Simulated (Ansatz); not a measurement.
Base system: HfO2 in the fluorite structure (space group Fm-3m, No. 225; a = 5.044 Å). Axes: x, y, z lie along the cube axes.

It is then changed as follows: the cell is stretched by 1.50 % along z with no lateral relaxation, atoms relaxed at fixed cell.

The values are results of Ansatz (a first-principles code), PBEsol, PAW, cutoff 420 eV, no spin-orbit coupling, not measurements.

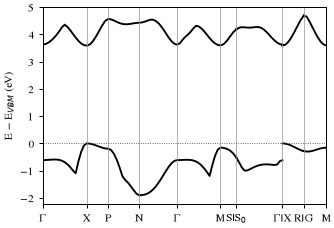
Highest valence and lowest conduction band along the path of the changed cell's own zone

Task: Read the changed gap and its character from the plot.

Result: About 3.6 eV, direct at X.

Spin-orbit coupling, missing from the scalar runs, can matter with Hf. The cells carry an imposed strain or load. Whether these cells are dynamically stable was not tested. This is not the structure that HfO2 has at room temperature and ambient pressure. k-point labels follow each cell's own Brillouin zone.
